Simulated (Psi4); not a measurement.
**GeTe (SMILES [Ge][Te]): HF/3-21G**

What is the vertical ionisation energy of GeTe at HF/3-21G? 

The calculation is run with Psi4 1.11.

### Step 1. The molecule

GeTe has 2 atoms, charge 0, and is taken as a singlet. As SMILES, `[Ge][Te]`. The bond length is the measured one.

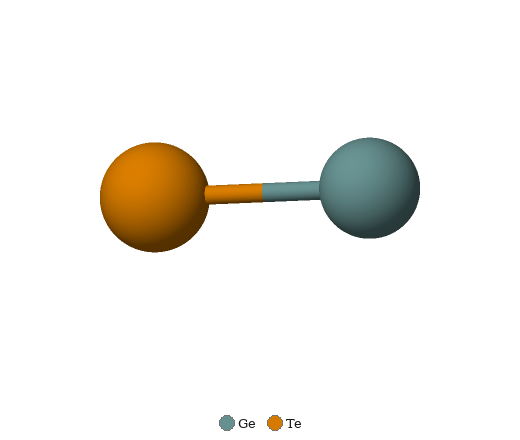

The structure, seen from a chosen angle (germanium teal, tellurium orange).

### Step 2. A single-point energy at HF/3-21G

Contents of calc.py:

```python
import psi4

psi4.set_memory('1600 MB')
psi4.set_num_threads(1)
psi4.core.set_output_file('gete.out', False)

mol = psi4.geometry("""
0 1
Ge     0.000000     0.000000     0.000000
Te     0.000000     0.000000     2.340165
symmetry c1
""")

psi4.set_options({
    'basis': '3-21G',
    'reference': 'rhf',
    'puream': True,
    'e_convergence': 1e-09,
    'd_convergence': 1e-08,
    'scf_type': 'pk',
})

e, wfn = psi4.energy("scf", return_wfn=True)
psi4.oeprop(wfn, "MAYER_INDICES", "WIBERG_LOWDIN_INDICES", "LOWDIN_CHARGES")
print(f'total energy {e:.8f} hartree = {e * 27.211386:.5f} eV')
for k, v in sorted(psi4.core.scalar_variables().items()):
    print(f'{k:45s} {v:18.10f}')
```

Launch:

```bash
$ python calc.py
```

gete.out, shortened:

```text
[...]
  Running in c1 symmetry.
[...]
  Nuclear repulsion =  376.277261883192011
[...]
  Multiplicity = 1
[...]
  Nalpha       = 42
  Nbeta        = 42
[...]
    Number of basis functions: 53
[...]
   @RHF iter   1: -8647.68966168505176   -6.20144e+00   1.39931e-02 ADIIS/DIIS
[...]
   @RHF iter  10: -8648.05474866286750    1.81899e-12   2.46458e-09 DIIS
[...]
    Orbital Energies [Eh]
    ---------------------
    Doubly Occupied:
       1A   -1123.983303     2A   -402.707505     3A   -171.873325
       4A   -160.424045     5A   -160.423807     6A   -160.423807
       7A    -51.935725     8A    -45.945642     9A    -45.945642
      10A    -45.945212    11A    -35.628240    12A    -30.694990
      13A    -30.694137    14A    -30.694137    15A    -22.366253
      16A    -22.366000    17A    -22.366000    18A    -22.365553
      19A    -22.365553    20A     -7.173184    21A     -6.641989
      22A     -5.124613    23A     -5.124613    24A     -5.122451
      25A     -4.863120    26A     -4.857770    27A     -4.857770
      28A     -2.048534    29A     -2.045194    30A     -2.045194
      31A     -2.040325    32A     -2.040325    33A     -1.574313
      34A     -1.574313    35A     -1.570108    36A     -1.570108
[...]
  @RHF Final Energy: -8648.05474866286750
   => Energetics <=
    Nuclear Repulsion Energy =            376.2772618831920113
    One-Electron Energy =              -12701.9729200224919623
    Two-Electron Energy =                3677.6409094764321708
    Total Energy =                      -8648.0547486628674960
[...]
 Multipole Moments:
 ------------------------------------------------------------------------------------
     Multipole            Electronic (a.u.)      Nuclear  (a.u.)        Total (a.u.)
 ------------------------------------------------------------------------------------
 L = 1.  Multiply by 2.5417464519 to convert [e a0] to [Debye]
 Dipole X            :         -0.0000000            0.0000000           -0.0000000
 Dipole Y            :         -0.0000000            0.0000000           -0.0000000
 Dipole Z            :          5.8575807           -6.7930203           -0.9354396
 Magnitude           :                                                    0.9354396
[...]
```

On the terminal:

```text
total energy -8648.05474866 hartree = -235325.55591 eV
CURRENT ENERGY                                  -8648.0547486629
CURRENT REFERENCE ENERGY                        -8648.0547486629
DD SOLVATION ENERGY                                 0.0000000000
HF KINETIC ENERGY                                8666.9569085591
HF POTENTIAL ENERGY                            -17315.0116572220
HF TOTAL ENERGY                                 -8648.0547486629
HF VIRIAL RATIO                                     1.9978190546
NUCLEAR REPULSION ENERGY                          376.2772618832
ONE-ELECTRON ENERGY                            -12701.9729200225
PCM POLARIZATION ENERGY                             0.0000000000
PE ENERGY                                           0.0000000000
SCF ITERATION ENERGY                            -8648.0547486629
SCF ITERATIONS                                     10.0000000000
SCF TOTAL ENERGY                                -8648.0547486629
TWO-ELECTRON ENERGY                              3677.6409094764
```

Run time: 1.8 s. Hardware: 1 thread of Intel Xeon Platinum 8488C (Sapphire Rapids), shared host; peak memory 0.21 GiB.

### Step 3. The doublet cation: energy and forces at UHF/3-21G

Contents of calc.in:

```
memory 1.6 GB

molecule m {
  1 2
  Ge
  Te 1 2.340165
  units angstrom
  symmetry c1
}

set reference uhf
set puream true
set e_convergence 1e-09
set d_convergence 1e-08
set scf_type pk
set maxiter 100

gradient("scf/3-21G")
```

Launch:

```bash
$ psi4 calc.in calc.out -n 1
```

calc.out, shortened:

```text
[...]
  Running in c1 symmetry.
[...]
  Nuclear repulsion =  376.277261883192011
[...]
  Multiplicity = 2
[...]
  Nalpha       = 42
  Nbeta        = 41
[...]
    Number of basis functions: 53
[...]
   @UHF iter   1: -8647.45788747798179   -5.96967e+00   1.31488e-02 ADIIS/DIIS
[...]
   @UHF iter  15: -8647.74965440994310   -1.63709e-11   6.60317e-09 DIIS
[...]
   @S^2 Observed:                7.814722651E-01
[...]
  @UHF Final Energy: -8647.74965440994310
   => Energetics <=
    Nuclear Repulsion Energy =            376.2772618831920113
    One-Electron Energy =              -12680.9927509507288050
    Two-Electron Energy =                3656.9658346575947689
    Total Energy =                      -8647.7496544099431048
  UHF NO Occupations:
  HONO-2 :   40  A 1.9986097
  HONO-1 :   41  A 1.9856803
[...]
 Multipole Moments:
 ------------------------------------------------------------------------------------
     Multipole            Electronic (a.u.)      Nuclear  (a.u.)        Total (a.u.)
 ------------------------------------------------------------------------------------
 L = 1.  Multiply by 2.5417464519 to convert [e a0] to [Debye]
 Dipole X            :         -0.0000000            0.0000000           -0.0000000
 Dipole Y            :         -0.0000000            0.0000000           -0.0000000
 Dipole Z            :          5.4809925           -6.7930203           -1.3120278
 Magnitude           :                                                    1.3120278
[...]
  -Total Gradient:
     Atom            X                  Y                   Z
    ------   -----------------  -----------------  -----------------
       1        0.000000000000    -0.000000000000     0.084651535595
       2       -0.000000000000     0.000000000000    -0.084651535878
[...]
```

Run time: 3 s. Hardware: 1 thread of Intel Xeon Platinum 8488C (Sapphire Rapids), shared host; peak memory 0.21 GiB.

### Step 4. Results

At HF/3-21G:

| quantity | value |
| --- | --- |
| singlet GeTe: total energy | -8648.05475 Eh |
| singlet GeTe: dipole moment | 2.38 D |
| singlet GeTe: HOMO energy | -8.97 eV |
| singlet GeTe: LUMO energy | -0.02 eV |
| singlet GeTe: HOMO–LUMO gap | 8.95 eV |
| doublet cation: total energy | -8647.74965 Eh |
| doublet cation: HOMO energy (highest over α and β) | -14.79 eV |
| doublet cation: LUMO energy (lowest over α and β) | -7.92 eV |
| doublet cation: ⟨S²⟩ | 0.781 |
| doublet cation: largest force on an atom | 4.353 eV/Å |
| vertical ionisation energy (to the doublet cation) | 8.302 eV |

What this shows: The vertical ionisation energy comes to 8.30 eV (801 kJ/mol). The negative HOMO energy of the first species, 8.97 eV, lies 0.67 eV above that difference. Relativity is left out (singlet GeTe) although the molecule holds a heavy atom. Relativity is left out (doublet cation) although the molecule holds a heavy atom.
